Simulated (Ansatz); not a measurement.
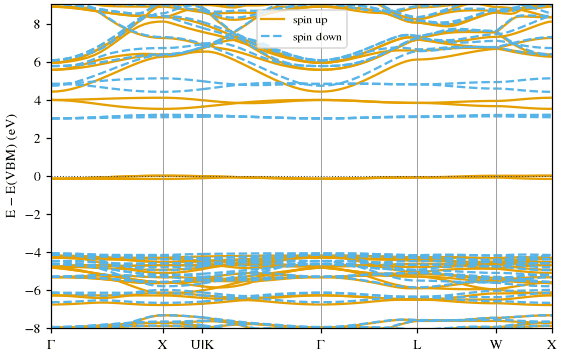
Band structure from r²SCAN in the plane-wave PAW code Ansatz

Task: Read off the gap and where the band edges lie.

Result: About 3.0 eV (3.01 eV by a search for the band edges); maximum at X, minimum at Γ.

Task: Which compound is it?
A. Li2S, anti-fluorite
B. CsH, rock salt
C. K2TeCl6, Fm-3m (K on 8c, Te on 4a, Cl on 24e)
D. Cs2LiMoF6, Fm-3m (Cs on 8c, Li on 4b, Mo on 4a, F on 24e)

Result: D, Cs2LiMoF6, Fm-3m (Cs on 8c, Li on 4b, Mo on 4a, F on 24e)

The workflow started from a Materials Project entry (that database holds measured and hypothetical structures alike); the Crystallography Open Database copy checked does not list it. Its standing as an ambient phase is unchecked. The r²SCAN relaxation kept the symmetry of its start; its stability against distortions is not shown here. Magnetic state: ferromagnetic, chosen from 3 collinear starts compared on coarse meshes (ties went to the first, and starts can fall back to one state), not a proven ground state. Other orbital occupations within this spin state were not tried. No Hubbard U is applied. Spin–orbit coupling is left out wherever it is not named.

Potentials: the later of the program's two PAW sets.
